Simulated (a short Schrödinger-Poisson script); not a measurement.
Stack: MOS inversion layer, SiO2 on p-type InP, at 400 K.

```
layer  material  thickness (nm)  Na (cm⁻³)
-----  --------  --------------  ---------
1          SiO2             2.5          -
2           InP             320     2.2e18
```

Constants are typed, rounded textbook-type inputs, not results; the design itself was drawn at random and stands for no fabricated device. SiO2: permittivity 3.9, conduction-band edge (eV) 3.48, gap (eV) 9, electron mass (mₑ) 0.5. InP: permittivity 12.5, conduction-band edge (eV) 0, gap (eV) 1.344, Nv at 300 K (cm⁻³) 1.1e19.

Channel valleys (confinement mass, in-plane density-of-states mass, number): Γ 0.08, 0.08, 1. At the gate the conduction-band edge of layer 1 lies 3.67 eV − eVg above the Fermi level of the channel; the field vanishes at the back. Gaps are held at their typed values at every temperature. Mesh 0.03 nm at interfaces.

From a short Schrödinger-Poisson script (our own, NumPy): 1D Poisson equation in equilibrium, electrons quantum, Hartree (BenDaniel-Duke, 12 states a valley, the channel's in-plane mass for all, wave functions free to enter the dielectric), parabolic valleys, classical holes, full ionisation, no traps, pinning or gate leakage.

Only gate voltages with over 1e8 electrons/cm² are shown.

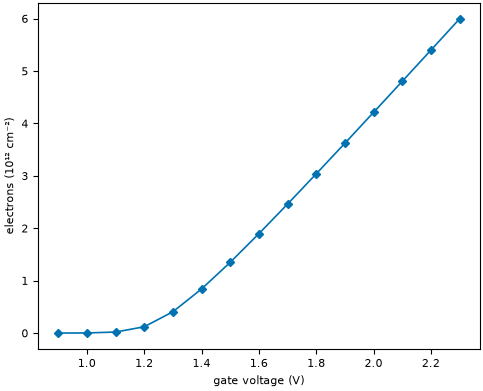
Figure: Sheet density against gate voltage

```csv
Vg (V),electrons (cm⁻²),C (μF/cm²),Γ E0 (meV),Γ E1 (meV)
0.9,3.08e8,0.309,283.6,533.7
1.1,1.97e10,0.341,140.0,402.8
1.3,4.06e11,0.734,29.7,303.3
1.5,1.35e12,0.921,-27.6,254.8
1.7,2.46e12,0.971,-69.2,221.2
1.9,3.62e12,0.990,-106.7,191.5
2.1,4.80e12,1.000,-142.9,162.9
2.3,5.99e12,1.01,-178.5,134.7
```

Subbands count from the Fermi level.

Above a few 1e12 electrons/cm² a light Γ valley is non-parabolic and upper valleys begin to fill, which the model leaves out.
